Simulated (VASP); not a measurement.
Band structure of MgSe (rock salt). Computed with PBE GGA, VASP's PBE PAW potentials (set 64) (plane waves; VASP).

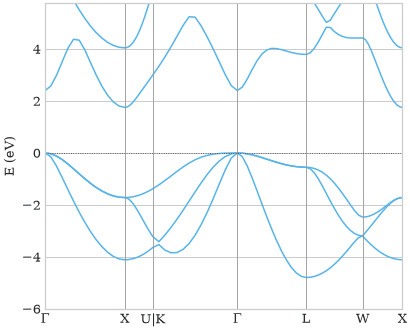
Fig. 1. Bands along high-symmetry lines, zero at the valence-band maximum or, without a gap, the Fermi level

Task: Read the plot: is there a gap, and where are the band edges?

Result: The gap is indirect, 1.75 eV, from the valence maximum at Γ to the conduction minimum at X. (Edges off the drawn lines would not show.)

The compound is MgSe in the rock salt structure. It was relaxed first.
